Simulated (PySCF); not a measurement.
Consider C$_{2}$H$_{11}$AsGe$_{2}$.

```xyz
16

C    -1.2266    1.6712   -0.6287
C    -0.4266    0.5228   -0.0256
Ge   -1.6341   -0.9338    0.5499
As    0.8934   -0.1754   -1.3625
Ge    2.4078   -1.0643    0.2423
H    -0.5658    2.4890   -0.9277
H    -1.9524    2.0609    0.0881
H    -1.7703    1.3360   -1.5144
H     0.1114    0.8859    0.8562
H    -2.3250   -1.5505   -0.6289
H    -0.9174   -2.0305    1.2776
H    -2.7026   -0.4006    1.4598
H     1.6823    1.1235   -1.4079
H     2.0910   -2.4710    0.6852
H     2.4869   -0.2958    1.5427
H     3.8403   -1.1585   -0.2176
```

Geometry: GFN2-xTB.

Computed with B3LYP/def2-SVPD, SCF density, gas phase (PySCF).

Q: What can the converged electron density and electron localisation function tell about the bonding?

A: C–C (1.52 Å): ρ at the midpoint is about 1.6 e/Å³; the ELF peaks at about 0.95 between the atoms, as expected for localised, covalent bonding.
C–Ge (1.98 Å): the density is about 0.86 e/Å³ at the midpoint; the ELF peaks at about 0.95 in the valence shell of C, 0.7 Å from its nucleus, and is about 0.70 at the midpoint.
C–H (1.09 Å): ρ at the midpoint is about 1.9 e/Å³; the ELF climbs to about 1 towards the hydrogen, as it does in any bond to H (an ordinary covalent bond to hydrogen).
Ge–H (1.50 Å): ρ at the midpoint is about 1.1 e/Å³; the ELF climbs to about 1 towards the hydrogen.

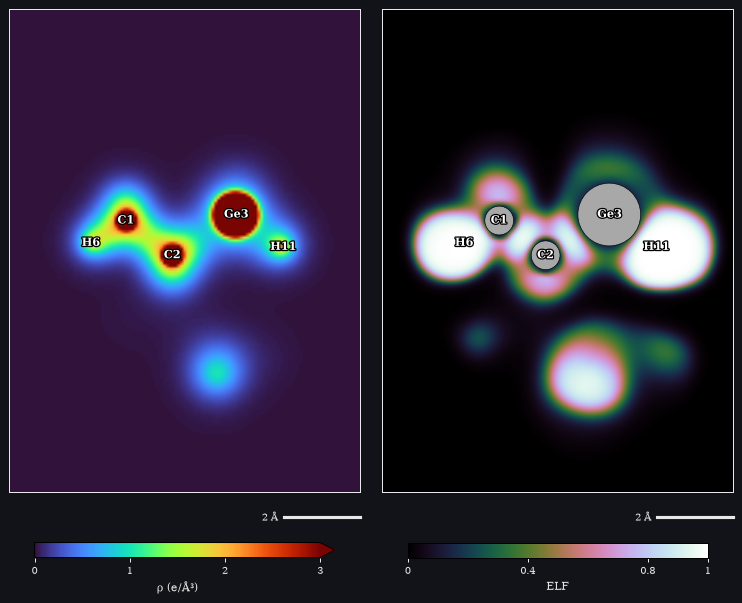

Computed electron density and electron localisation function on the plane of atoms C2, Ge3 and H11, in this order. Grey discs cover the atomic cores in the ELF map. 
